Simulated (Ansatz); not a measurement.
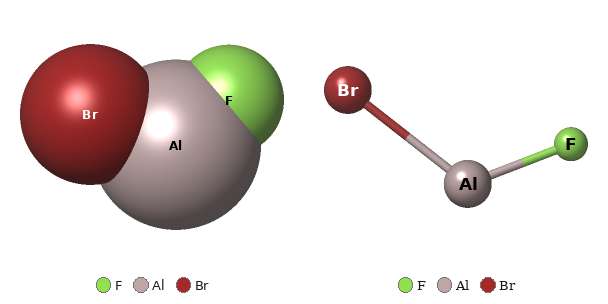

Both panels show the same species.

Charge 0, doublet. The geometry was computed by an optimisation with PBE0-D4/def2-TZVP.

Description:

It has 3 atoms: 1 aluminium, 1 bromine and 1 fluorine (AlBrF). Its SMILES string is `[F][Al][Br]`. This geometry has Cs symmetry. It is an open-shell species. Coordination: 1 Al bent.

The parts below concern this one geometry. Atoms keep their numbers from picture to picture.

**Shape**

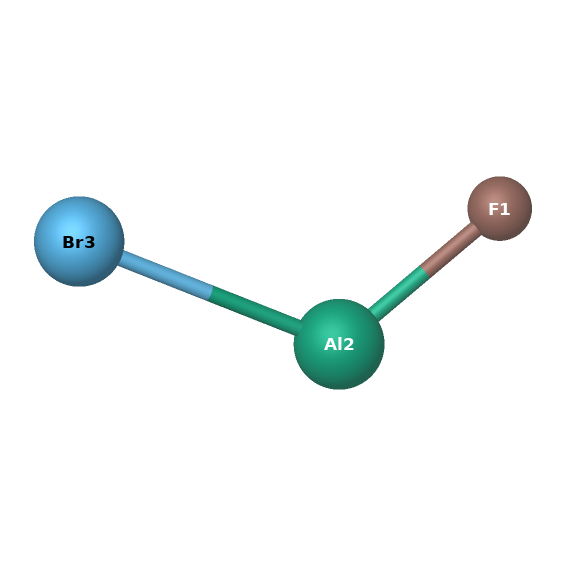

Give the bond lengths.

```
   bond  length (Å)
 F1–Al2       1.648
Al2–Br3       2.266
```

**Vibrations**

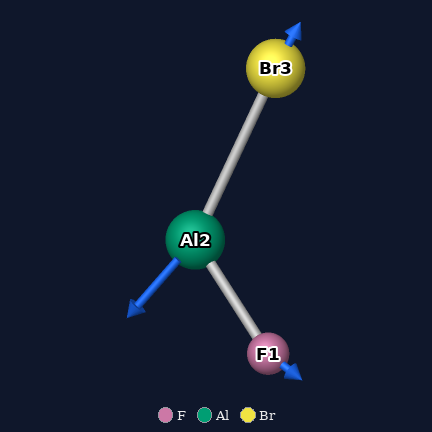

The arrows show one normal mode. Harmonic vibrations computed with UKS PBE0-D4/def2-TZVP (Ansatz 0.2.0) at a stationary point of the same level.

What kind of motion is it?

Answer. Mostly Al–Br stretching.

At what wavenumber does it lie?

Answer. 400 cm⁻¹; it is mode 2 of 3 counted from the lowest.

**Dipole moment**

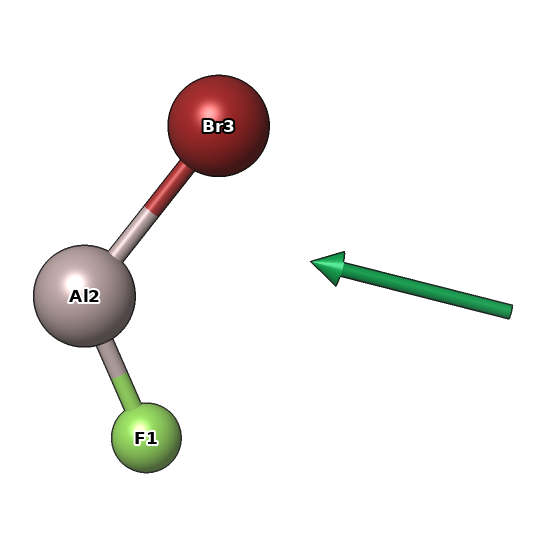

The arrow beside the molecule shows the direction of the dipole moment, from the negative to the positive end (its length means nothing). Properties computed with UKS PBE0-D4/def2-TZVP (Ansatz 0.2.0).

How large is the dipole moment?

Answer. 1.60 D; it points from the side of F1 to the side of Al2 (the outermost atoms at the two ends).

**Electronic properties**

Level of theory: UHF-CCSD(T), frozen core/def2-TZVPP (Ansatz 0.2.0).

What does the calculation give?

- HOMO energy (Hartree–Fock orbital): −9.47 eV
- ⟨S²⟩ of the determinant: 0.753
- T1 diagnostic: 0.012
